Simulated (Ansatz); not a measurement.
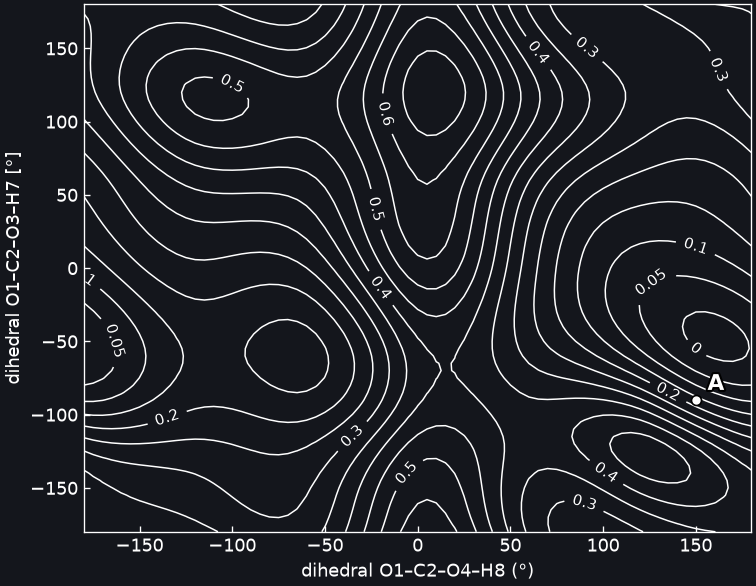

CH4O3Zn, SMILES O[C](O)(O)[ZnH]. 
- Coordinates scanned: (1) dihedral O1–C2–O4–H8; (2) dihedral O1–C2–O3–H7.
- Nothing is relaxed (all other coordinates rigid).
- Grid: 12 × 12 points.
- Points are written as (first, second).
- All energies are given in eV relative to the lowest grid point.
- All numbers below come from RKS PBE0-D4/def2-SVP in Ansatz 0.2.0.

In the figure: contour lines labelled in eV, the point A. Between grid points the surface is interpolated.

### Which way does the force act at A, and how strong is it?

A, at (150°, −90°), is not a stationary point. The computed force is 0.0044 eV for each degree towards larger values of dihedral O1–C2–O4–H8 and 0.0074 eV for each degree towards larger values of dihedral O1–C2–O3–H7.
